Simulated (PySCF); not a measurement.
C2H6InNO3, singlet at its PBE0/def2-SVP optimised geometry (Å):

```
13

In    -0.6045    -2.5958     0.0000
O     -1.5665    -2.9698    -1.7227
H     -0.9290    -3.1681    -2.4180
O      1.4038    -2.5958     0.0000
H      1.7329    -2.8511     0.8692
O     -1.5656    -2.9421     1.7291
H     -2.4284    -3.3336     1.5524
C     -1.1252     2.3785     0.0630
C     -0.9838     0.9382     0.0276
N     -0.8711    -0.2082     0.0000
H     -0.1342     2.8511     0.0076
H     -1.6171     2.6812     0.9984
H     -1.7329     2.7143    -0.7892
```

Computed with PBE0/def2-TZVP, def2 effective core potentials past Kr in PySCF. The core electrons that the potentials of In replace are not part of the density. Cells within 0.4 Å of a nucleus heavier than hydrogen are left out (blank, or x).

Map of the LUMO amplitude (bohr^(-3/2)) on the plane z = 0.0 Å; orbital energy -0.59 eV, overall sign arbitrary:

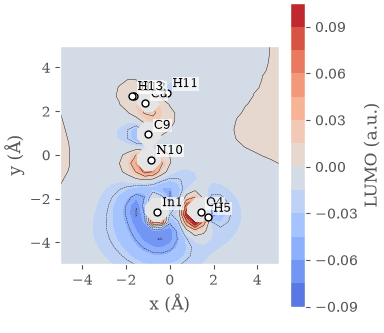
LUMO amplitude (bohr^(-3/2)) on the plane z = 0.0 Å.
